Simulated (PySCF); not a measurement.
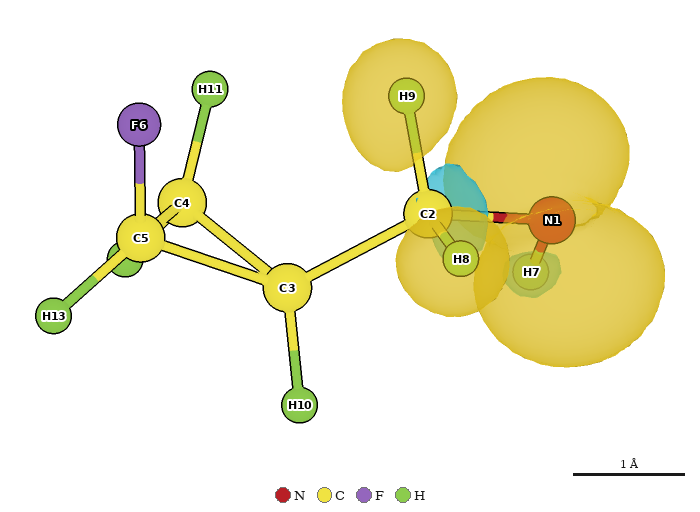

The picture shows: C4H7FN (doublet). Isosurfaces of the spin density at +0.03 (yellow) and −0.03 e/Å³ (cyan), seen from one side.

Geometry: GFN2-xTB.

Level of theory: UKS B3LYP, pcH-1 on C F H N, non-relativistic, mean-field spin-orbit, GIAO (PySCF).

```xyz
13

N     2.3610    0.0140   -0.0268
C     1.1305    0.1996   -0.6479
C    -0.0743    0.4710    0.2311
C    -0.8488   -0.6909    0.8015
C    -1.4498    0.1571   -0.2699
F    -1.5670   -0.3827   -1.5184
H     2.2932    0.0408    0.9878
H     1.2556    1.0133   -1.3872
H     0.9420   -0.6835   -1.2863
H     0.0261    1.3549    0.8511
H    -0.5305   -1.6835    0.5204
H    -1.2532   -0.6215    1.7992
H    -2.2891    0.8120   -0.0724
```

Question: Which atoms carry the spin?

Answer: The unpaired spin (1 electron) lies mostly on N1 (about 0.8), in electrons by Hirshfeld's partition.
